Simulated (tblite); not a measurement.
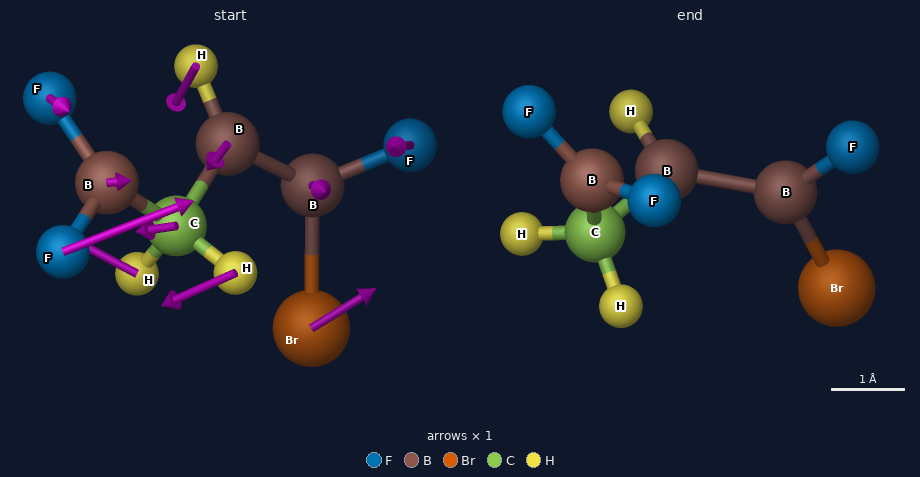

The structure of CH$_{3}$B$_{3}$BrF$_{3}$ before (left) and after (right) a relaxation, at one scale. The purple arrows give the displacements, at their true length.

The picture is a ball-and-stick view, seen from a free direction.

Method: GFN2-xTB geometry optimisation, gas phase (tblite). 

Q: Describe what moved and what it gained.

A: The atom that moves furthest after the best rigid fit is an F atom (1.94 Å). By element the largest moves are F 1.94 Å, H 1.27 Å, Br 1.06 Å, C 0.67 Å, B 0.67 Å. Among the contacts that change: B–F 1.459 → 1.319 Å, B–Br 2.025 → 1.899 Å, B–F 1.434 → 1.315 Å, C–H 1.127 → 1.088 Å. Among the angles between lasting bonds that change: F–B–B 117.1° → 126.5°, B–B–C 114.6° → 122.1°, B–C–H 104.7° → 111.7°. Groups turn about B–C by about 80°. Over 131 geometry steps the energy falls by 1.659 eV.
